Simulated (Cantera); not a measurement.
Charge: 1 mol CaO, 13 mol HF, 3.5 mol N2, at 43000 Pa.

Cantera equilibrium calculation (NASA polynomials, part measured and part estimated; ideal gas, pure solids and liquids). Candidate condensed phases: Ca, CaF2, CaO, Ca(OH)2, H2O; 47 gas species. The numbers say what is thermodynamically allowed, not how fast it happens.

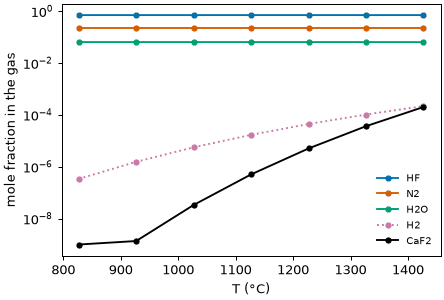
Figure: Equilibrium gas composition (values under 1e-9 drawn at 1e-9)

From 827 °C to 1327 °C the condensed part is CaF2(s). At 1427 °C the condensed part is CaF2(l).
